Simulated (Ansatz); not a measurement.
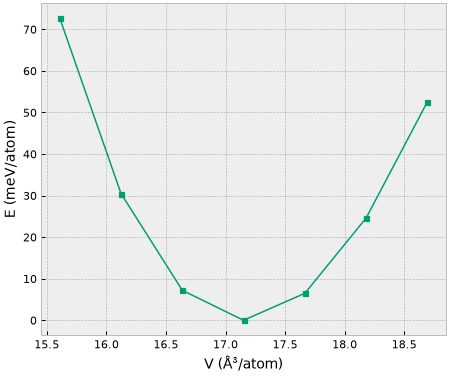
Figure. Al2Pt (fluorite or antifluorite type, space group No. 225) under volume change, plane-wave PAW r²SCAN (Ansatz code), scaled uniformly.

Q: What does a third-order Birch–Murnaghan fit give for V₀, B₀ and B′?

A: V₀ = 17.15 Å³/atom, B₀ = 142 GPa, B′ = 4.4.

Space group Fm-3m (fluorite or antifluorite type). The r²SCAN relaxation kept the symmetry of its start; of distortions, only those at the zone centre were tested. The run is not spin-polarised. Scalar-relativistic: spin–orbit coupling is off unless named, which matters more the heavier the elements.

Potentials: the later of the program's two PAW sets.
